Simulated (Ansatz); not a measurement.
```yaml
crystal:
  lattice:
    - [3.15914, 0.00000, 0.00000]
    - [-1.57957, 2.73590, 0.00000]
    - [0.00000, 0.00000, 5.44173]
  atoms:
    - { symbol: Al, position: [0.33333, 0.66667, 0.32326] }
    - { symbol: Al, position: [0.66667, 0.33333, 0.67674] }
    - { symbol: C, position: [0.33333, 0.66667, 0.76232] }
    - { symbol: C, position: [0.66667, 0.33333, 0.23768] }
    - { symbol: B, position: [0.00000, 0.00000, 0.00000] }
```

Space group P-3m1; built by placing these elements on a known structure type; computed pressure about 16 GPa in this cell; computed without spin polarisation.

All numbers below come from DFT, PAW plane waves, r2SCAN in Ansatz 0.2.0.

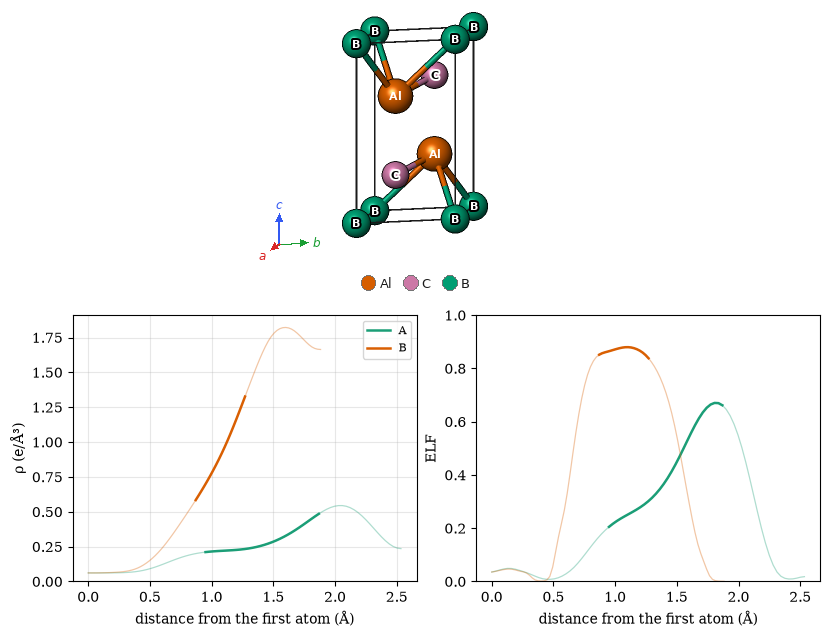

Al2BC2. Valence charge density (pseudo) and ELF along straight lines between neighbouring atoms. Thin, pale parts lie inside the atomic spheres. The structure is drawn too.

In a PAW calculation such maps are meaningful between the atoms, not at the nuclei.

Question: Which curve belongs to which contact (Al–B and Al–C)? The first atom named is at distance zero.

Answer: Curve A: Al–B (2.53 Å): the density is about 0.23 e/Å³ at the midpoint; the ELF peaks at about 0.65 in the valence shell of B, 0.7 Å from its nucleus, and is about 0.30 at the midpoint. Curve B: Al–C (1.88 Å): ρ at the midpoint is about 0.69 e/Å³; the ELF peaks at about 0.90 between the atoms.
